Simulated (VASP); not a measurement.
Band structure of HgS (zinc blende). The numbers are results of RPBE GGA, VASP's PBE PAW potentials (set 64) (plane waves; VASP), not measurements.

Unless said otherwise, spin-orbit coupling is left out, though it shifts the bands of the heavy elements here.

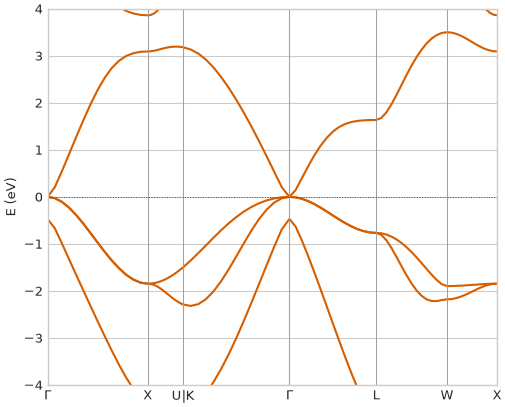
Figure: Bands along high-symmetry lines, zero at the valence-band maximum or, without a gap, the Fermi level

Problem. Read the plot: is there a gap, and where are the band edges?

Solution. It has no gap at this level: it comes out as a metal or semimetal. (Edges off the drawn lines would not show.)

The compound is HgS in the zinc blende structure, metacinnabar; cinnabar is the stable form. It was relaxed first, which changed the volume by +13 %.
